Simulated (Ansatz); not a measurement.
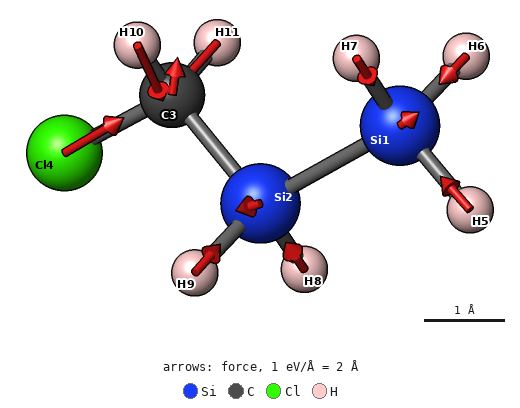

Starting geometry of CH$_{7}$ClSi$_{2}$ with the computed forces as red arrows. The picture is a ball-and-stick view, seen at a tilt.

The start comes from PBE-D4/def2-SVP.

Level of theory: RKS PBE0-D4/def2-TZVP (Ansatz). (force threshold 0.005 eV/Å; at most 150 steps)

Question: Is this structure relaxed? If not, where do the atoms go?

Answer: It isn't relaxed: the largest force vector, on H atoms, is 0.59 eV/Å. The final displacements follow the starting forces only in part (cosine between the two patterns 0.75). After 6 geometry steps the energy has fallen by 0.037 eV. The largest force component goes from 0.54 to 0.0008 eV/Å. The largest move after the best rigid fit is that of Cl4, 0.036 Å. Largest moves by element: Cl 0.036 Å, H 0.031 Å, C 0.017 Å, Si 0.012 Å. Among the contacts that change: C3–Cl4 1.808 → 1.786 Å, Si2–C3 1.910 → 1.889 Å, Si1–H5 1.506 → 1.487 Å, C3–H10 1.108 → 1.091 Å.
